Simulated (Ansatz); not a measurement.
Three curves of one kind of scan: energy against volume (even scaling of the relaxed cell, symmetry kept). Computed with PBE (plane waves to 420 eV, PAW, scalar-relativistic; Ansatz, a quantum-chemistry and plane-wave program). Each is measured from its own zero (the relaxed starting cell). 

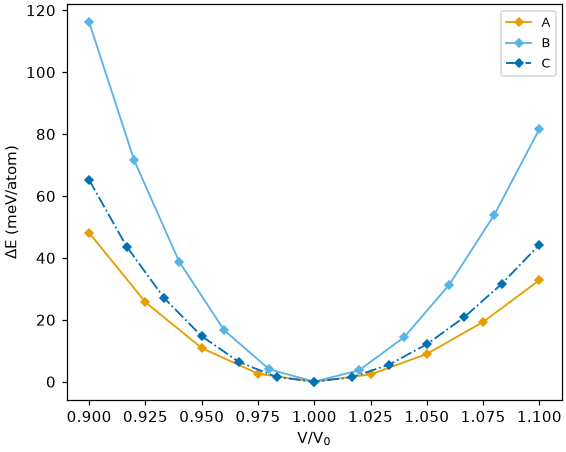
Figure: Curves A, B and C.

Match the curves to these crystals:
- HfN (rock salt), a = b = c = 4.548 Å, α = β = γ = 90.00°
- CdO (rock salt), a = b = c = 4.7683 Å, α = β = γ = 90.00°
- Al (fcc, Cu type), a = b = c = 4.040 Å, α = β = γ = 90.00°

A is Al; B is HfN; C is CdO.

All were relaxed with their symmetry unable to fall. HfN is run without spin polarisation. Spin-orbit coupling is left out. The PAW data are Ansatz's earlier set.

(A scan under strain: stresses follow from slopes of the energy per volume, elastic moduli from its curvatures.)
